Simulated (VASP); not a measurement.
Input:

```
SrVO3
1.0
    3.84870     0.00000     0.00000
    0.00000     3.84870     0.00000
    0.00000     0.00000     3.84870
Sr V O
1 1 3
Direct
  0.00000   0.00000   0.00000
  0.50000   0.50000   0.50000
  0.50000   0.00000   0.50000
  0.00000   0.50000   0.50000
  0.50000   0.50000   0.00000
```

These are optB88-vdW, VASP's PBE PAW potentials (set 64) (plane waves; VASP 6.6.1) values and carry that method's errors. Run with 520 eV cut-off, 9×9×9 Γ-centred mesh, tetrahedra with Blöchl corrections, potentials Sr_sv V_sv O.

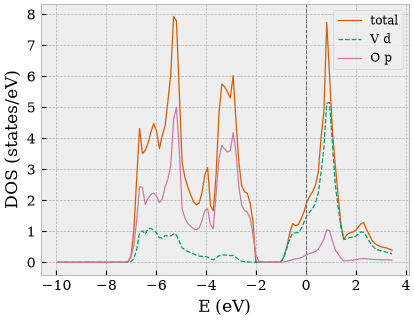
*Total and projected density of states, zero at the Fermi level*

Within 2 eV below the Fermi level the largest weight inside VASP's projection spheres is V d.

It has no gap at this level: it comes out as a metal or semimetal.

The compound is SrVO3 in the cubic perovskite structure. It was relaxed first. The run is not spin-polarised, so no magnetic state was tried. The electron count is odd and the run is not spin-polarised, which forces a metal.
